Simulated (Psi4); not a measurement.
# A workflow on BNH5Cl (SMILES [NH3+][BH2-]Cl)

We compute a geometry optimisation (SVWN-RPA/STO-3G), then vibrational wavenumbers, then the excited states (TDA-SVWN-RPA/STO-3G) of BNH5Cl. 

The calculation is run with Psi4 1.11.

## (1) The molecule

BNH5Cl: 8 atoms, total charge 0, spin state singlet. SMILES: `[NH3+][BH2-]Cl`. The coordinates come from a GFN2-xTB relaxation. The run starts from this shape.

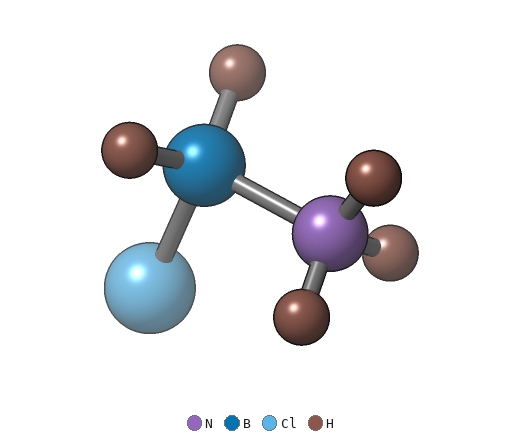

The structure, seen from a chosen angle (nitrogen purple, boron blue, chlorine blue, hydrogen brown).

## (2) A geometry optimisation at SVWN-RPA/STO-3G (density fitting) (run 1)

The input, run.py:

```python
import psi4

psi4.set_memory(1600000000)
psi4.set_num_threads(1)
psi4.core.set_output_file('run.log', False)

mol = psi4.geometry("""
0 1
N     -0.77112164     1.14360556    -0.77667744
B      0.54444899    -0.95752423     1.07321326
Cl     2.53903602    -2.68726614    -1.19217152
H     -1.71275327     0.18827341    -2.15309725
H      0.64507691     2.15158547    -1.59634614
H     -1.96548524     2.30482337     0.17806889
H      1.79185721     0.12886042     2.57841791
H     -1.07107787    -2.27235787     1.88863008
units au
""")

options = {'geom_maxiter': 60}
psi4.set_options(options)

e, wfn = psi4.optimize("svwn/STO-3G", molecule=mol, return_wfn=True)
print(f'svwn/STO-3G energy: {e:.10f} Eh')
print(mol.to_string(dtype='xyz', units='Angstrom'))
```

Run with:

```console
$ python run.py
```

run.log:

```text
[...]
  Running in c1 symmetry.
[...]
  Nuclear repulsion =   99.933964209433810
[...]
  Multiplicity = 1
[...]
  Nalpha       = 17
  Nbeta        = 17
[...]
    Number of basis functions: 24
[...]
   @DF-RKS iter   1:  -535.15105421747614   -1.14191e+00   6.64942e-03 ADIIS/DIIS
[...]
   @DF-RKS iter   6:  -535.18189717214636    6.82121e-13   6.76637e-09 DIIS
[...]
  @DF-RKS Final Energy:  -535.18189717214636
   => Energetics <=
    Nuclear Repulsion Energy =             99.0701176376381625
    One-Electron Energy =                -937.4718798655806040
    Two-Electron Energy =                 342.6738198733677336
    DFT Exchange-Correlation Energy =     -39.4539548175717343
    Empirical Dispersion Energy =           0.0000000000000000
    VV10 Nonlocal Energy =                  0.0000000000000000
    Total Energy =                       -535.1818971721463640
[...]
  -Total Gradient:
     Atom            X                  Y                   Z
    ------   -----------------  -----------------  -----------------
       1        0.000033722836    -0.000051401749     0.000028938919
       2       -0.000033616244     0.000047827906    -0.000026422073
       3        0.000008396596    -0.000018690856     0.000031862236
       4        0.000011733166    -0.000031545520    -0.000010387408
       5        0.000034144705    -0.000017845215    -0.000004514455
       6       -0.000001479766     0.000005033762    -0.000011321012
       7        0.000002985411    -0.000016417152     0.000020931895
       8        0.000011036161    -0.000011757562     0.000022867244
[...]
```

On the terminal:

```text
Some dependencies such as QCElemental have not yet finished migration to pydantic v2. If issues are encountered please downgrade pydantic or upgrade QCElemental as appropriate
	Previous geometry is closer to target in internal coordinates, so using that one.

	Best geometry has RMS(Delta(q)) = 1.24e-04

	Previous geometry is closer to target in internal coordinates, so using that one.

	Best geometry has RMS(Delta(q)) = 6.31e-07

	Previous geometry is closer to target in internal coordinates, so using that one.

	Best geometry has RMS(Delta(q)) = 3.59e-07

Optimizer: Optimization complete!
svwn/STO-3G energy: -535.1818971721 Eh
8
0 1 BClH5N
N                    -1.076528789517     1.308710265833    -0.078314726575
B                    -0.383193198990     0.207562997528     0.875529584419
Cl                    0.688021017445    -0.735496305456    -0.302945590188
H                    -1.624915435752     0.842091882964    -0.852909391128
H                    -0.345566940523     1.912338795002    -0.547128730998
H                    -1.734972461312     1.944506254411     0.451170425473
H                     0.235484253282     0.810246018285     1.670890125212
H                    -1.258927986075    -0.440474924715     1.313384525659
```

Wall time 16 s (1 thread of AMD EPYC 7R43 (Zen 3), shared host); peak memory 0.26 GiB.

Steps, from the record of the run:

| step | energy from the first frame kept (eV) | largest force (eV/Å) |
| --- | --- | --- |
| 0 | 0.0000 | 2.6260 |
| 1 | -0.1375 | 0.3792 |
| 2 | -0.1462 | 0.1292 |
| 3 | -0.1472 | 0.0316 |
| 4 | -0.1473 | 0.0110 |
| 5 | -0.1473 | 0.0035 |

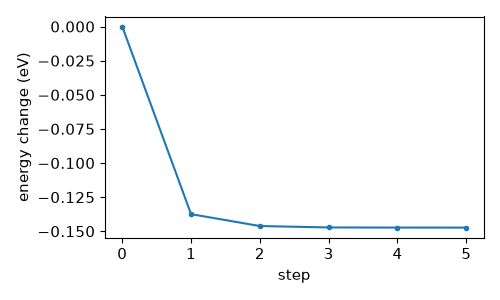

Energy along the run.

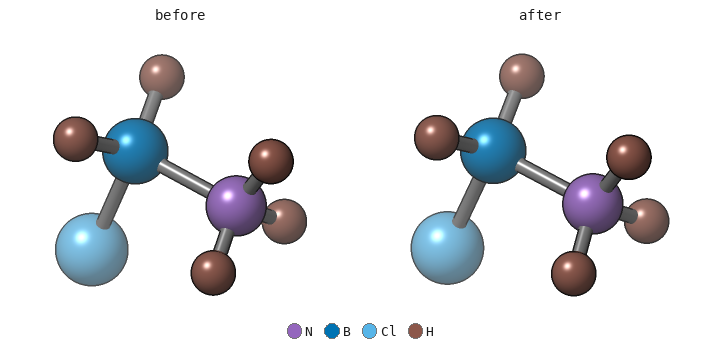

Before and after, at one scale.

After the run. Bond lengths: N1–B2 1.613 Å, B2–Cl3 1.851 Å, N1–H4 1.058 Å, N1–H5 1.058 Å, N1–H6 1.057 Å, B2–H7 1.174 Å, B2–H8 1.174 Å. Some angles: N1–B2–Cl3 102.7°, N1–B2–H7 106.1°, N1–B2–H8 106.1°, Cl3–B2–H7 112.8°, Cl3–B2–H8 112.8°, B2–N1–H4 110.8°, B2–N1–H5 110.8°, B2–N1–H6 112.5°, H7–B2–H8 115.1°, H4–N1–H5 106.6°.

## (3) Vibrational wavenumbers at SVWN-RPA/STO-3G (density fitting) (run 2)

The input, bclh5n.dat:

```
memory 1.6 GB

molecule molecule1 {
  N
  B 1 1.613399
  Cl 2 1.850855 1 102.71138
  H 1 1.057571 2 110.77593 3 59.047
  H 1 1.057573 4 106.59155 2 120.58272
  H 1 1.05742 4 108.00843 5 115.85379
  H 2 1.174133 1 106.05687 6 -61.38425
  H 2 1.17413 7 115.06841 1 -116.90028
  symmetry c1
}

set {
  reference rks
  t 400.0
  rotational_symmetry_number 1
}

frequencies('svwn/STO-3G')
```

Run with:

```console
$ psi4 bclh5n.dat bclh5n.out -n 1
```

bclh5n.out:

```text
[...]
  Running in c1 symmetry.
[...]
  Nuclear repulsion =   99.070133381516115
[...]
  Multiplicity = 1
[...]
  Nalpha       = 17
  Nbeta        = 17
[...]
    Number of basis functions: 24
[...]
   @DF-RKS iter   1:  -535.15598603330068   -1.20450e+00   6.70456e-03 DIIS/ADIIS
[...]
  -Total Gradient:
     Atom            X                  Y                   Z
    ------   -----------------  -----------------  -----------------
       1       -0.000002867302    -0.000011998197     0.000066703689
       2       -0.000000194252     0.000013389383    -0.000062991360
       3        0.000000293959     0.000014043796     0.000035180055
       4       -0.000012519241    -0.000025455458     0.000020578742
       5        0.000014158762    -0.000027341539     0.000023940282
       6        0.000000114748    -0.000007128371    -0.000010433119
       7       -0.000004053446     0.000009055171     0.000024983813
       8        0.000005080743     0.000008136666     0.000026211727
[...]
   @DF-RKS iter   9:  -535.18189717228904   -4.54747e-13   2.46122e-09 DIIS
[...]
  @DF-RKS Final Energy:  -535.18189717228904
   => Energetics <=
    Nuclear Repulsion Energy =             99.0701333815161149
    One-Electron Energy =                -937.4719085814964501
    Two-Electron Energy =                 342.6738331072149890
    DFT Exchange-Correlation Energy =     -39.4539550795237162
    Empirical Dispersion Energy =           0.0000000000000000
    VV10 Nonlocal Energy =                  0.0000000000000000
    Total Energy =                       -535.1818971722890410
[...]
  ==> Harmonic Vibrational Analysis <==
[...]
  Freq [cm^-1]                 165.2806            273.8191            716.1878
[...]
  Freq [cm^-1]                 724.8437            836.3498            961.0335
[...]
```

On the terminal:

```text
Warning: used thermodynamics relations inappropriate for low-frequency modes: ['165.2806' '273.8191']
```

It took 33 s on 1 thread of AMD EPYC 7R43 (Zen 3), shared host; peak memory 0.25 GiB.

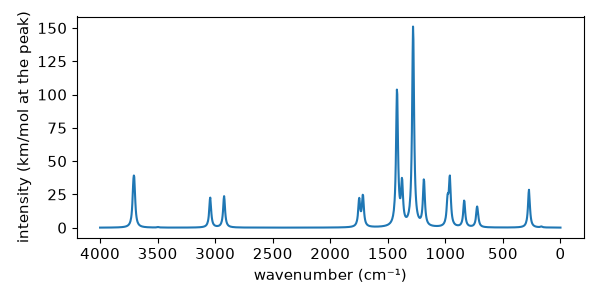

Harmonic infrared spectrum, unscaled, lines broadened by 10 cm⁻¹.

## (4) The excited states at TDA-SVWN-RPA/STO-3G (density fitting, save jk yes) (run 3)

The input, job.inp:

```
memory 1.6 GB

molecule mol {
  0 1
  N     -0.77854449     1.15078652    -0.76082830
  B      0.53167067    -0.93007973     1.04167562
  Cl     2.55597175    -2.71220296    -1.18531937
  H     -1.81484384     0.26900629    -2.22460071
  H      0.60277350     2.29148001    -1.64675837
  H     -2.02282143     2.35226683     0.23975333
  H      1.70080265     0.20882608     2.54469008
  H     -1.12322864    -2.15469407     1.86910165
  units au
}

set {
  basis   STO-3G
  save_jk true
}

from psi4.driver.procrouting.response.scf_response import tdscf_excitations
energy_value, wavefunction = energy("svwn", return_wfn=True)
states = tdscf_excitations(wavefunction, states=4, tda=True)
print_variables()
```

Run with:

```console
$ psi4 job.inp job.out -n 1
```

job.out:

```text
[...]
  Running in c1 symmetry.
[...]
  Nuclear repulsion =   99.070127816440632
[...]
  Multiplicity = 1
[...]
  Nalpha       = 17
  Nbeta        = 17
[...]
    Number of basis functions: 24
[...]
   @DF-RKS iter   1:  -535.15598603951685   -1.20450e+00   6.70456e-03 DIIS/ADIIS
[...]
   @DF-RKS iter   7:  -535.18189717191376   -1.14708e-08   3.89169e-07 DIIS
[...]
  @DF-RKS Final Energy:  -535.18189717191376
   => Energetics <=
    Nuclear Repulsion Energy =             99.0701278164406318
    One-Electron Energy =                -937.4719458294307515
    Two-Electron Energy =                 342.6738772423262844
    DFT Exchange-Correlation Energy =     -39.4539564012499682
    Empirical Dispersion Energy =           0.0000000000000000
    VV10 Nonlocal Energy =                  0.0000000000000000
    Total Energy =                       -535.1818971719137608
[...]
 Multipole Moments:
 ------------------------------------------------------------------------------------
     Multipole            Electronic (a.u.)      Nuclear  (a.u.)        Total (a.u.)
 ------------------------------------------------------------------------------------
 L = 1.  Multiply by 2.5417464519 to convert [e a0] to [Debye]
 Dipole X            :          3.0900366           -4.6944730           -1.6044364
 Dipole Y            :         -3.0820122            5.2233114            2.1412992
 Dipole Z            :         -2.1347691            1.3507326           -0.7840366
 Magnitude           :                                                    2.7882059
[...]
                                    Excitation Energy         Total Energy        Oscillator Strength             Rotatory Strength
[...]
Excited State    1 (1 A):   0.29756 au   153.12 nm f = 0.0004
[...]
Excited State    2 (1 A):   0.32077 au   142.04 nm f = 0.0376
[...]
```

Run time: 6.6 s. Hardware: 1 thread of AMD EPYC 7R43 (Zen 3), shared host; peak memory 0.23 GiB.

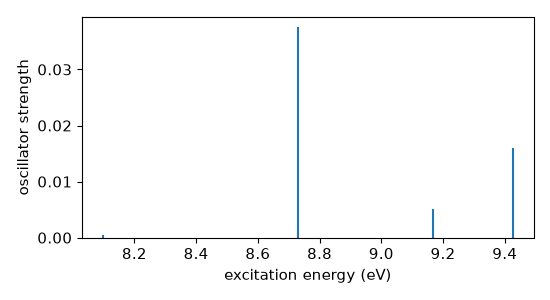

Vertical excitations as sticks.

The roots found:

| excited state | energy (eV) | strength | label |
| --- | --- | --- | --- |
| 1 | 8.097 | 0.0004 | A 1 |
| 2 | 8.729 | 0.0376 | A 1 |
| 3 | 9.166 | 0.0051 | A 1 |
| 4 | 9.427 | 0.0159 | A 1 |

## (5) What came out

| quantity | value |
| --- | --- |
| run 1, SVWN-RPA/STO-3G: total energy at the end | -535.18190 Eh |
| run 1, SVWN-RPA/STO-3G: dipole moment | 7.09 D |
| run 1, SVWN-RPA/STO-3G: HOMO energy | -3.48 eV |
| run 1, SVWN-RPA/STO-3G: LUMO energy | 4.60 eV |
| run 1, SVWN-RPA/STO-3G: HOMO–LUMO gap | 8.08 eV |
| run 2, SVWN-RPA/STO-3G: lowest harmonic wavenumber | 165 cm⁻¹ |
| run 2, SVWN-RPA/STO-3G: highest harmonic wavenumber | 3711 cm⁻¹ |
| run 2, SVWN-RPA/STO-3G: zero-point energy | 181.0 kJ/mol |
| run 2, SVWN-RPA/STO-3G: ideal-gas entropy at 400 K (symmetry number 1 as used) | 72.2 cal/(mol K) |
| run 3, TDA-SVWN-RPA/STO-3G: ground-state or mean-field energy | -535.18190 Eh |
| run 3, TDA-SVWN-RPA/STO-3G: dipole moment (SVWN-RPA Kohn–Sham density) | 7.09 D |
| run 3, TDA-SVWN-RPA/STO-3G: HOMO energy (SVWN-RPA Kohn–Sham orbitals) | -3.48 eV |
| run 3, TDA-SVWN-RPA/STO-3G: LUMO energy (SVWN-RPA Kohn–Sham orbitals) | 4.60 eV |
| run 3, TDA-SVWN-RPA/STO-3G: HOMO–LUMO gap (SVWN-RPA Kohn–Sham orbitals) | 8.08 eV |
| run 3, TDA-SVWN-RPA/STO-3G: lowest excitation energy | 8.10 eV |

**Reading.** The optimisation (run 1, SVWN-RPA/STO-3G) took 6 steps and changed the energy by -0.147 eV. All 18 modes (run 2, SVWN-RPA/STO-3G) are real, so the shape is a minimum at this level. The brightest of the 4 transitions from the ground state lies at 8.73 eV (142 nm, f = 0.038); the lowest, at 8.10 eV, has f = 0.000. Excitation energies in a minimal basis are rough. Roots above 3.5 eV lie over the negative of the HOMO energy, where those of Rydberg kind are poorly described; valence roots are less touched.
